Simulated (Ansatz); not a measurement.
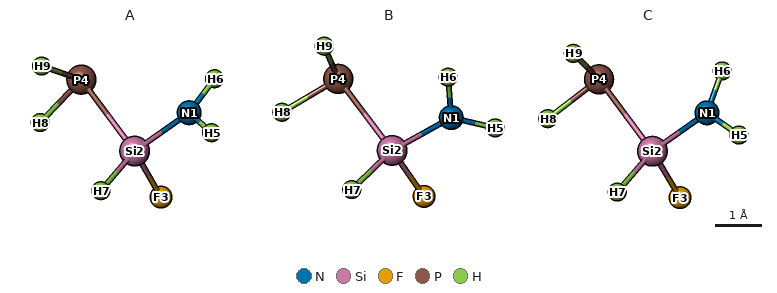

3 geometries from a converged minimum-energy path of SiPNH₅F, shuffled. A ball-and-stick model, seen at a tilt.

All numbers below come from RKS r2SCAN/def2-mTZVP in Ansatz. Set-up: 5 movable images; climbing image; force threshold 0.05 eV/Å; iteration limit 60; starting path through a guess of the saddle point.

Q: Which frame is the top of the path?

A: B. In order along the path, whose images run from 0 to 6: B (image 3, +18.0 kJ/mol), C (image 5, +4.8 kJ/mol), A (image 6, 0.0 kJ/mol). The motion is a rotation about the N1–Si2 bond. No bond forms or breaks between the ends. Bond angles that change up to the highest image, for instance: N1–Si2–F3 115.0° → 105.5°, N1–Si2–H7 106.9° → 113.4°.

The run took 100 s on 2 threads of AMD EPYC 9R45 96-Core Processor (Zen 5) (shared host), peak memory 0.18 GiB.
